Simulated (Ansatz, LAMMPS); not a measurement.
# Glassy 65SiO2-14Al2O3-11MgO-11Na2O (mol %) (117 atoms): geometry optimisation

Wanted: the relaxed structure of glassy 65SiO2-14Al2O3-11MgO-11Na2O (mol %) (117 atoms) and its electronic structure.

Calculated with Ansatz 0.2.0; Kohn-Sham DFT, revPBE, PAW (set soft_2), plane waves.

## 1. Set-up

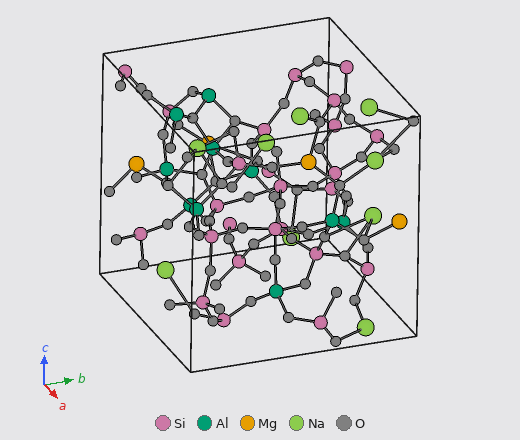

The starting structure, seen slightly off an axis (silicon pink, aluminium teal, magnesium orange, sodium green, oxygen grey). Some periodic images of atoms are drawn too.

The cell holds 117 atoms: 24 Si, 10 Al, 4 Mg, 8 Na and 71 O. Cell: a = 11.634 Å, b = 11.634 Å, c = 11.634 Å, α = 90.0°, β = 90.0°, γ = 90.0°. 117 atoms (24 Si, 10 Al, 4 Mg, 8 Na, 71 O) placed at random at 2.48 g/cm³, melted at 4000 K for 10 ps at fixed volume with the Morse and Coulomb pair potential with partial charges (Pedone, Malavasi, Menziani, Cormack and Segre, J. Phys. Chem. B 110, 11780 (2006)). Quenched from 4000 K to 300 K at 25 K/ps and fixed volume, held 10 ps at zero pressure.

What the set-up can't give: The quench rate of 25 K/ps is many orders above laboratory rates, so the cell is likely richer in defects and strain than a real sample. The network of bonds at the start is that of the classical potential that made the cell. The Brillouin zone is sampled at Γ only, in a cell whose shortest periodic width is 12 Å.

## 2. Single point at the start

A single point comes first, to see the forces before anything moves.

File input.yaml:

```yaml
crystal:
  lattice:
    - [11.63429, 0.0, 0.0]
    - [0.0, 11.63429, 0.0]
    - [0.0, 0.0, 11.63429]
  atoms:
    - { symbol: Si, position: [0.03696, 0.16303, 0.17101] }
    - { symbol: Si, position: [0.07379, 0.26765, 0.72647] }
    - { symbol: Si, position: [0.26684, 0.97031, 0.89871] }
    - { symbol: Si, position: [0.7697, 0.14422, 0.19129] }
    [... 107 atom lines left out ...]
    - { symbol: O, position: [0.98176, 0.64828, 0.24932] }
    - { symbol: O, position: [0.73069, 0.69488, 0.38146] }
    - { symbol: O, position: [0.70025, 0.10727, 0.51021] }
    - { symbol: O, position: [0.33966, 0.3294, 0.33875] }
    - { symbol: O, position: [0.64938, 0.40638, 0.09907] }
    - { symbol: O, position: [0.53241, 0.08656, 0.79659] }
kpoints:
  mp_grid: { grid: [1, 1, 1] }
hamiltonian:
  xc: revpbe
scf:
  occupations: { method: fixed }
output:
  forces: true
  stress: true
  populations: intrinsic
  dos:
    method: { smearing: { sigma: 0.1 } }
    de: 0.1
    projected: { site_lists: { Al: [Al], Mg: [Mg], Na: [Na], O: [O], Si: [Si] } }
  eigenvalues: true
```

The run is started by

```
$ ansatz run input.yaml --threads 4 --pin off --max-ram 8192MiB --backend cpu --events-out ev --progress --plain --runs-dir out
```

Wall time 33 s (4 threads of Arm Neoverse V1, shared host); peak memory 2.2 GiB.

The run gave:

- free energy: -80821.5023 eV
- free energy per atom: -690.7821 eV/atom
- SCF cycles: 10
- pressure: 10.04 GPa
- r.m.s. force component: 1.228 eV/Å
- longest force: 4.84 eV/Å
- Fermi energy: 3.709 eV
- gap (highest filled to lowest empty level): 3.243 eV

The r.m.s. force component of 1.2 eV/Å and the pressure of 10 GPa set the starting point.

Neighbours are counted within 2.12 Å (O-Si), 2.33 Å (O-Al), 2.83 Å (O-Na), 2.42 Å (O-Mg).

Length of the force by element and coordination:

| element | coordination | atoms | mean length of the force (eV/Å) | spread | least | most |
| --- | --- | --- | --- | --- | --- | --- |
| Al | all | 10 | 1.91 | 0.889 | 0.565 | 3.26 |
| Mg | all | 4 | 1.55 | 0.651 | 1.15 | 2.68 |
| Mg | 3 | 3 | 1.18 | 0.029 | 1.15 | 1.22 |
| Mg | 4 | 1 | 2.68 | 0 | 2.68 | 2.68 |
| Na | all | 8 | 0.523 | 0.249 | 0.155 | 0.866 |
| Na | 3 | 3 | 0.582 | 0.203 | 0.403 | 0.866 |
| Na | 4 | 3 | 0.471 | 0.227 | 0.155 | 0.677 |
| Na | 5 | 2 | 0.512 | 0.316 | 0.195 | 0.828 |
| O | all | 71 | 1.82 | 0.960 | 0.378 | 4.42 |
| O | 2 | 38 | 1.94 | 0.932 | 0.383 | 4.42 |
| O | 3 | 28 | 1.66 | 0.988 | 0.378 | 4.21 |
| O | 4 | 5 | 1.80 | 0.873 | 0.783 | 3.37 |
| Si | all | 24 | 2.50 | 0.94 | 0.919 | 4.84 |

## 3. Relaxation

With the cell held, the atoms are moved downhill towards a nearby minimum.

input.yaml, the sections that differ from step 2:

```yaml
output:
  forces: true
relax:
  f_tol: 0.05
  max_steps: 200
# crystal, kpoints, hamiltonian, scf: as in step 2
```

It took 3.9 min on 4 threads; peak memory 2 GiB; 15 min of CPU time.

The steps of the relaxation:

| step | energy less that of the first step (eV) | largest force component (eV/Å) |
| --- | --- | --- |
| 1 | 0.0000 | 4.0181 |
| 2 | -4.8952 | 2.4671 |
| 3 | -8.7652 | 0.6277 |
| 4 | -9.3392 | 0.4930 |
| 5 | -9.6459 | 0.3344 |
| 6 | -9.8401 | 0.1756 |
| 7 | -9.9083 | 0.1435 |
| 8 | -9.9532 | 0.1172 |
| 9 | -9.9889 | 0.2123 |
| 10 | -10.0262 | 0.0779 |
| 11 | -10.0333 | 0.0756 |
| 12 | -10.0461 | 0.0834 |
| 13 | -9.8202 | 0.5233 |
| 14 | -10.0582 | 0.0349 |
| 15 | -10.0591 | 0.0355 |

Relaxation step 13 was tried and not accepted.

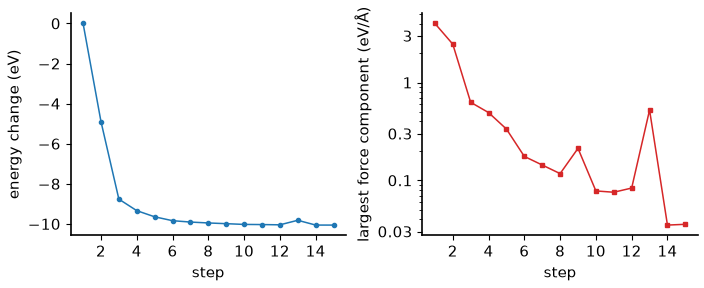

Energy and largest force along the relaxation.

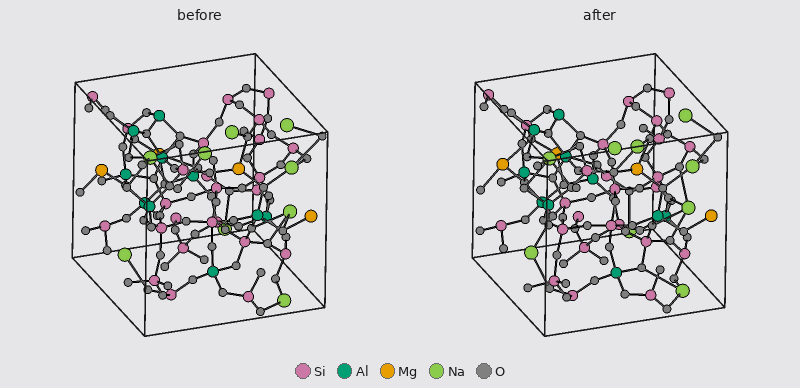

The structure before and after the relaxation, drawn at the same scale. Bonds to atoms that aren't drawn are left out.

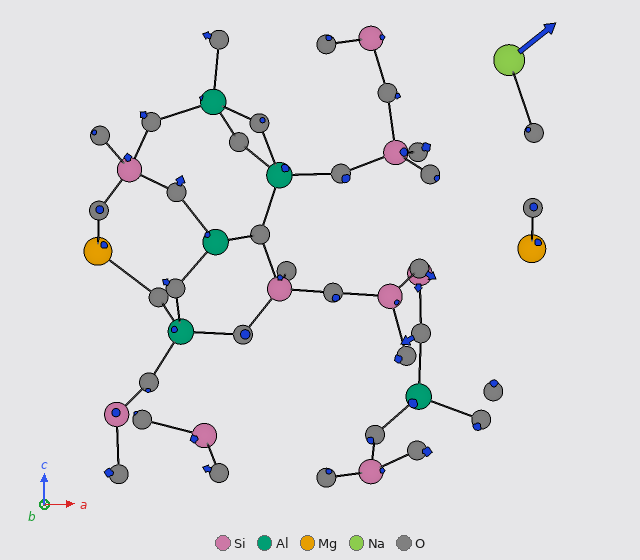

Displacements in the relaxation, scaled; the longest in the cell stands for 1.24 Å. Drawn is a slice 4 Å thick, seen along the normal of the ac plane. Bonds to atoms that aren't drawn are left out.

The atoms that moved most (Å):

| atom | dx | dy | dz | length |
| --- | --- | --- | --- | --- |
| Na45 | 0.971 | 0.242 | 0.735 | 1.242 |
| Na46 | 0.877 | 0.010 | -0.561 | 1.041 |
| Na39 | -0.080 | -0.071 | 0.618 | 0.627 |
| Na40 | -0.542 | 0.107 | -0.004 | 0.552 |
| Na41 | 0.322 | 0.287 | 0.235 | 0.491 |
| O56 | 0.040 | 0.407 | 0.123 | 0.427 |
| Mg35 | -0.374 | 0.033 | -0.193 | 0.422 |
| O108 | -0.355 | -0.024 | -0.185 | 0.401 |

The relaxation changed the energy by -86.0 meV/atom, and atoms moved by 0.27 Å r.m.s., 1.2 Å at most.

## 4. Structure statistics after relaxation

Bonds before and after, by the cutoffs listed below:

| pair | bonds before | bonds after | mean before (Å) | mean after (Å) | spread before (Å) | spread after (Å) |
| --- | --- | --- | --- | --- | --- | --- |
| O-Si | 96 | 96 | 1.610 | 1.640 | 0.046 | 0.025 |
| O-Al | 40 | 40 | 1.746 | 1.777 | 0.058 | 0.045 |
| O-Mg | 13 | 14 | 1.962 | 2.004 | 0.053 | 0.097 |

Density 2.49 g/cm³, 13.46 Å³ an atom.

Pair distribution functions g(r), in bins of 0.2 Å:

| r (Å) | total | O-O | O-Si | O-Al | O-Na | O-Mg | Si-Si |
| --- | --- | --- | --- | --- | --- | --- | --- |
| 1.50 | 0.18 | 0.00 | 0.74 | 0.00 | 0.00 | 0.00 | 0.00 |
| 1.70 | 3.95 | 0.00 | 12.37 | 8.36 | 0.00 | 0.00 | 0.00 |
| 1.90 | 0.47 | 0.00 | 0.00 | 2.86 | 0.00 | 4.11 | 0.00 |
| 2.10 | 0.13 | 0.00 | 0.00 | 0.00 | 0.00 | 3.18 | 0.00 |
| 2.30 | 0.19 | 0.04 | 0.00 | 0.00 | 1.84 | 0.43 | 0.00 |
| 2.50 | 0.69 | 1.03 | 0.00 | 0.00 | 3.46 | 0.68 | 0.00 |
| 2.70 | 1.69 | 4.22 | 0.00 | 0.00 | 1.21 | 0.29 | 0.00 |
| 2.90 | 0.97 | 1.68 | 0.17 | 0.53 | 0.68 | 0.25 | 1.04 |
| 3.10 | 1.08 | 1.08 | 0.26 | 0.18 | 0.46 | 0.23 | 4.97 |
| 3.30 | 0.96 | 0.69 | 0.68 | 1.12 | 0.89 | 0.99 | 0.83 |
| 3.50 | 0.96 | 0.62 | 1.37 | 0.94 | 1.07 | 1.44 | 0.17 |
| 3.70 | 0.88 | 0.65 | 1.31 | 0.97 | 0.80 | 0.65 | 0.33 |
| 3.90 | 0.93 | 0.55 | 1.57 | 1.68 | 0.51 | 1.00 | 0.56 |
| 4.10 | 1.15 | 0.66 | 1.96 | 1.69 | 0.86 | 0.66 | 0.78 |
| 4.30 | 1.09 | 0.81 | 1.42 | 1.68 | 0.82 | 1.56 | 1.18 |
| 4.50 | 1.05 | 1.00 | 1.12 | 1.01 | 1.26 | 1.42 | 1.07 |
| 4.70 | 1.04 | 1.08 | 0.68 | 0.96 | 1.55 | 1.70 | 1.27 |
| 4.90 | 1.03 | 1.38 | 0.67 | 0.55 | 1.24 | 0.64 | 1.18 |
| 5.10 | 1.11 | 1.58 | 0.58 | 0.88 | 1.10 | 0.76 | 1.15 |
| 5.30 | 1.02 | 1.31 | 0.87 | 0.63 | 0.82 | 0.63 | 1.00 |
| 5.50 | 0.91 | 0.94 | 0.75 | 1.11 | 0.77 | 1.39 | 1.02 |
| 5.70 | 0.87 | 0.71 | 1.02 | 0.98 | 0.78 | 0.75 | 1.14 |

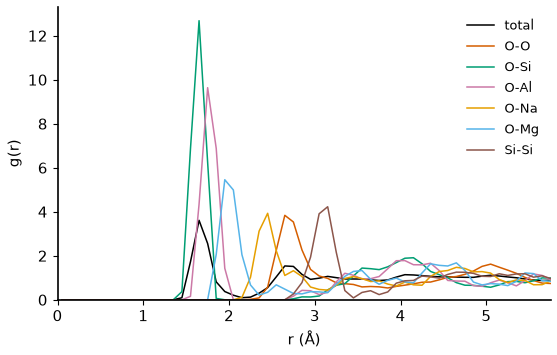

Pair distribution functions, lightly smoothed.

Bonds by pair of elements; cutoffs follow the first minimum of g(r), held within bounds set by covalent radii, and pairs that aren't listed don't count as bonded:

| pair A-B | cutoff (Å) | bonds | mean length (Å) | spread (Å) | shortest (Å) | B about A | A about B |
| --- | --- | --- | --- | --- | --- | --- | --- |
| O-Si | 2.08 | 96 | 1.64 | 0.025 | 1.59 | 1.35 | 4 |
| O-Al | 2.27 | 40 | 1.78 | 0.045 | 1.69 | 0.563 | 4 |
| O-Na | 2.71 | 32 | 2.45 | 0.109 | 2.27 | 0.451 | 4 |
| O-Mg | 2.42 | 14 | 2.00 | 0.097 | 1.90 | 0.197 | 3.5 |

The cutoff for O-Na falls short of the minimum of g(r), so counts run low and odd coordinations can be artefacts.

How many atoms have how many bonded neighbours:

| element | mean | 2 | 3 | 4 | 5 |
| --- | --- | --- | --- | --- | --- |
| Al | 4 | 0 | 0 | 10 | 0 |
| Mg | 3.5 | 0 | 2 | 2 | 0 |
| Na | 4 | 0 | 3 | 2 | 3 |
| O | 2.56 | 35 | 32 | 4 | 0 |
| Si | 4 | 0 | 0 | 24 | 0 |

Bond angles, per cent of each kind in bins of 5°:

| angle (°) | O-Si-O | O-Al-O | O-Na-O | Na-O-Si | Al-O-Si |
| --- | --- | --- | --- | --- | --- |
| 55–60 | 0.0 | 0.0 | 3.9 | 0.0 | 0.0 |
| 60–65 | 0.0 | 0.0 | 7.8 | 0.0 | 0.0 |
| 65–70 | 0.0 | 0.0 | 3.9 | 0.0 | 0.0 |
| 70–75 | 0.0 | 0.0 | 5.9 | 0.0 | 0.0 |
| 75–80 | 0.0 | 0.0 | 2.0 | 0.0 | 0.0 |
| 80–85 | 0.0 | 3.3 | 3.9 | 2.4 | 0.0 |
| 85–90 | 0.0 | 0.0 | 3.9 | 7.1 | 0.0 |
| 90–95 | 0.0 | 1.7 | 5.9 | 21.4 | 0.0 |
| 95–100 | 2.8 | 3.3 | 5.9 | 9.5 | 0.0 |
| 100–105 | 15.3 | 10.0 | 2.0 | 9.5 | 0.0 |
| 105–110 | 39.6 | 43.3 | 7.8 | 4.8 | 3.2 |
| 110–115 | 27.8 | 15.0 | 3.9 | 7.1 | 6.5 |
| 115–120 | 11.1 | 13.3 | 5.9 | 9.5 | 12.9 |
| 120–125 | 2.8 | 6.7 | 7.8 | 7.1 | 22.6 |
| 125–130 | 0.7 | 3.3 | 11.8 | 9.5 | 6.5 |
| 130–135 | 0.0 | 0.0 | 2.0 | 2.4 | 16.1 |
| 135–140 | 0.0 | 0.0 | 2.0 | 2.4 | 0.0 |
| 140–145 | 0.0 | 0.0 | 3.9 | 2.4 | 0.0 |
| 145–150 | 0.0 | 0.0 | 2.0 | 2.4 | 19.4 |
| 150–155 | 0.0 | 0.0 | 0.0 | 2.4 | 6.5 |
| 155–160 | 0.0 | 0.0 | 3.9 | 0.0 | 3.2 |
| 160–165 | 0.0 | 0.0 | 0.0 | 0.0 | 3.2 |
| 165–170 | 0.0 | 0.0 | 3.9 | 0.0 | 0.0 |

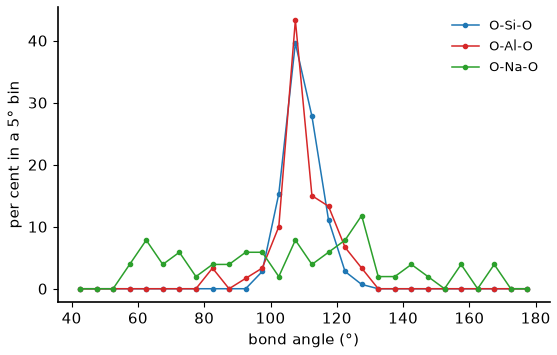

Distributions of the most common bond angles.

Bond angles (no mean is given where the spread exceeds 20°):

| angle | count | mean (°) | spread (°) |
| --- | --- | --- | --- |
| O-Si-O | 144 | 109 | 5.4 |
| O-Al-O | 60 | 109 | 8.6 |
| O-Na-O | 51 | - | - |
| Na-O-Si | 42 | 109 | 17.4 |
| Al-O-Si | 31 | 132 | 14.9 |

Oxygen atoms by the number of network formers (Si, P, Ge, B, Al, As, Ga) bound to them:

| network formers bound to O | O atoms | per cent |
| --- | --- | --- |
| 0 | 0 | 0 |
| 1 | 9 | 12.7 |
| 2 | 59 | 83.1 |
| 3 | 3 | 4.2 |

Network units: each former by its oxygen neighbours and how many of them bridge to another former:

| former | O neighbours | bridging O | atoms |
| --- | --- | --- | --- |
| Si | 4 | 3 | 7 |
| Si | 4 | 4 | 17 |
| Al | 4 | 3 | 2 |
| Al | 4 | 4 | 8 |

Bond length by coordination (bonds to H left out):

| element | coordination | atoms | mean bond length (Å) |
| --- | --- | --- | --- |
| Mg | 3 | 2 | 1.99 |
| Mg | 4 | 2 | 2.01 |
| Na | 3 | 3 | 2.41 |
| Na | 4 | 2 | 2.4 |
| Na | 5 | 3 | 2.49 |
| O | 2 | 35 | 1.66 |
| O | 3 | 32 | 1.92 |
| O | 4 | 4 | 2.13 |

Rings of the network by King's shortest-path rule, up to 12 atoms, one path for each pair of neighbours; H, halogens, alkali and alkaline-earth atoms are left out, and the last column divides by all other atoms, bonded or not:

| ring size (atoms) | rings | per network atom |
| --- | --- | --- |
| 4 | 1 | 0.01 |
| 6 | 1 | 0.01 |
| 8 | 8 | 0.076 |
| 10 | 18 | 0.171 |
| 12 | 12 | 0.114 |

First main peaks of g(r), for some of the pairs, lie near 2.7 Å (O-O), 1.6 Å (O-Si), 1.8 Å (O-Al), 2.4 Å (O-Na), 2.0 Å (O-Mg) and 3.1 Å (Si-Si). The O-Si-O angle averages 109° with a spread of 5°. 83 % of the oxygens bridge two formers (Si and Al) and 13 % are non-bridging; 4 % join three. The commonest Si unit has 4 oxygens, 4 of them shared with other formers (17 of 24 atoms). Rings of 10 atoms are the most common (45 % of those counted); sizes run from 4 to 12, where the search stops.

## 5. Single point at the relaxed geometry

One more single point at the end of the walk gives the fuller output and checks the residual forces.

File input.yaml:

```yaml
crystal:
  lattice:
    - [11.63429, 0.0, 0.0]
    - [0.0, 11.63429, 0.0]
    - [0.0, 0.0, 11.63429]
  atoms:
    - { symbol: Si, position: [0.0346, 0.1431, 0.17533] }
    - { symbol: Si, position: [0.07094, 0.26059, 0.74435] }
    - { symbol: Si, position: [0.26831, 0.97084, 0.90087] }
    - { symbol: Si, position: [0.77191, 0.14202, 0.19072] }
    [... 107 atom lines left out ...]
    - { symbol: O, position: [0.97454, 0.64653, 0.26228] }
    - { symbol: O, position: [0.72465, 0.70067, 0.39287] }
    - { symbol: O, position: [0.69162, 0.10912, 0.50644] }
    - { symbol: O, position: [0.34238, 0.30396, 0.34156] }
    - { symbol: O, position: [0.64311, 0.41894, 0.089] }
    - { symbol: O, position: [0.53357, 0.0772, 0.80224] }
kpoints:
  mp_grid: { grid: [1, 1, 1] }
hamiltonian:
  xc: revpbe
scf:
  occupations: { method: fixed }
output:
  forces: true
  stress: true
  populations: true
  dos:
    method: { smearing: { sigma: 0.15 } }
    de: 0.1
    projected: { site_lists: { Al: [Al], Mg: [Mg], Na: [Na], O: [O], Si: [Si] } }
  eigenvalues: true
  write_density: true
  write_potential: true
  volumetric_format: npy
  elf: true
```

It took 34 s on 4 threads; peak memory 2.2 GiB; 2.2 min of CPU time.

The program notes that the exchange-correlation potential is rough where the density is thin.

Read from the output:

```yaml
free_energy: -80831.5614 eV
free_energy_per_atom: -690.8680 eV/atom
scf_cycles: 9
pressure: 2.873 GPa
r_m_s_force_component: 0.00991 eV/Å
longest_force: 0.04418 eV/Å
fermi_energy: 3.256 eV
spacing_of_highest_filled_and_lowest_empty_level: 3.97 eV
spilling_of_the_projection: 0.01053
```

Löwdin charges by element (they lack the spilled electrons, 0.060 e an atom on average):

| element | coordination | atoms | mean charge (e) | spread | least | most |
| --- | --- | --- | --- | --- | --- | --- |
| Al | all | 10 | 1.35 | 0.0514 | 1.25 | 1.42 |
| Mg | all | 4 | 1.66 | 0.0152 | 1.64 | 1.69 |
| Na | all | 8 | 0.835 | 0.0162 | 0.809 | 0.858 |
| O | all | 71 | -0.863 | 0.0829 | -1.17 | -0.766 |
| Si | all | 24 | 1.73 | 0.033 | 1.64 | 1.78 |

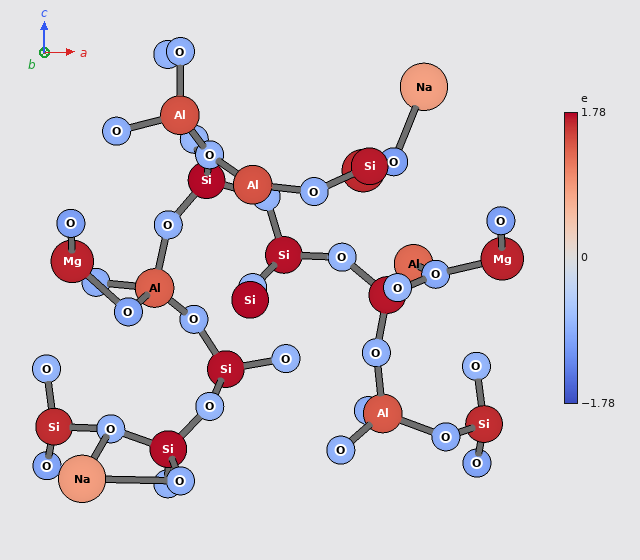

Atoms coloured by Löwdin charge. Drawn is a slice 4 Å thick, seen along the normal of the ac plane. Bonds to atoms that aren't drawn are left out.

States in the cell by windows of 1 eV, zero at the Fermi level; the larger projections on atomic orbitals stand beside the total:

| from (eV) | to (eV) | total | O p | Si p |
| --- | --- | --- | --- | --- |
| -14 | -10 | 0.0 | 0.0 | 0.0 |
| -10 | -9 | 5.8 | 3.8 | 0.2 |
| -9 | -8 | 13.4 | 9.0 | 0.8 |
| -8 | -7 | 13.9 | 9.7 | 1.2 |
| -7 | -6 | 27.2 | 20.2 | 3.6 |
| -6 | -5 | 34.5 | 26.5 | 4.4 |
| -5 | -4 | 46.4 | 37.0 | 4.5 |
| -4 | -3 | 63.5 | 54.7 | 3.4 |
| -3 | -2 | 80.7 | 73.9 | 2.2 |
| -2 | -1 | 85.2 | 80.7 | 1.3 |
| -1 | 0 | 53.6 | 51.5 | 0.5 |
| 0 | 1 | 1.7 | 1.6 | 0.0 |
| 1 | 3 | 0.0 | 0.0 | 0.0 |
| 3 | 4 | 1.2 | 0.0 | 0.0 |
| 4 | 5 | 0.8 | 0.0 | 0.0 |

With fixed occupations the program's Fermi level is the highest filled level; weight inside the gap is the broadening of levels at its edges.

Between -26 and -14 eV lie 190 more states.

The stored curve holds about 616 of the 664 electrons; the rest, give or take the few that broadening carries across the Fermi level, lie in deeper levels below its range.

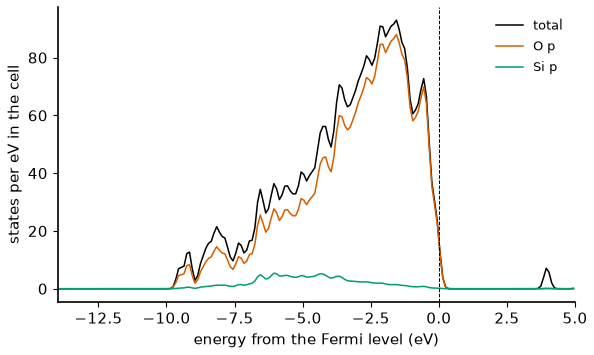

Total and projected density of states, with the broadening of the input.

The levels nearest the highest filled one (over half full), pooled over k-points and spins:

| level less the highest filled one (eV) | occupation |
| --- | --- |
| -0.352 | 2 |
| -0.291 | 2 |
| -0.190 | 2 |
| -0.124 | 2 |
| -0.108 | 2 |
| 0 | 2 |
| 3.97 | 0 |
| 5.26 | 0 |
| 5.44 | 0 |
| 5.50 | 0 |
| 5.67 | 0 |
| 5.90 | 0 |

Mean Löwdin charges: Al +1.35, Mg +1.66, Na +0.83, O -0.86, Si +1.73 e (they miss 1.1 % of the electrons, so they add up to more than the cell's charge).

## 6. Summary of results

```json
{
  "energy change in the relaxation": "-85.97 meV/atom",
  "r.m.s. displacement": "0.273 Å",
  "largest displacement": "1.242 Å",
  "free energy per atom": "-690.8680 eV/atom",
  "pressure": "2.873 GPa",
  "r.m.s. force component": "0.00991 eV/Å",
  "gap (highest filled to lowest empty level)": "3.97 eV",
  "wall time of the 3 DFT runs": "5 min"
}
```

In words: Relaxation lowers the energy by 86.0 meV/atom and moves atoms by 0.27 Å r.m.s.; the r.m.s. force component goes from 1.2 to 0.0099 eV/Å, the pressure goes from 10 to 2.9 GPa, and the gap from 3.24 to 3.97 eV. First to last step the energy falls by 10.059 eV; the largest move, 1.24 Å, is that of Na45. The O-Mg bonds change most in mean length: from 1.962 Å (spread 0.053) to 2.004 Å (spread 0.097), and their number from 13 to 14. 83 % of the oxygens bridge two formers (Si and Al) and 13 % are non-bridging; 4 % join three. Between filled and empty levels lie 3.97 eV (at Γ alone); a semilocal functional tends to put such gaps too low. In a disordered cell it changes from sample to sample, and tail or defect levels can set it.

What to keep in mind: The network of bonds at the start is that of the classical potential that made the cell; in DFT atoms moved by 0.27 Å r.m.s. The pressure of 2.9 GPa means that a free cell would grow at this level.

[Logs are printed without paths, hosts, clocks, repeated set-up lines and the standing remarks that a program may print on its own settings, such as how far it seeks lower states.]

[Hosts, paths, dates, database ids (printed as entryN), source tags and the programs' standing remarks are cut or masked in the printed files.]
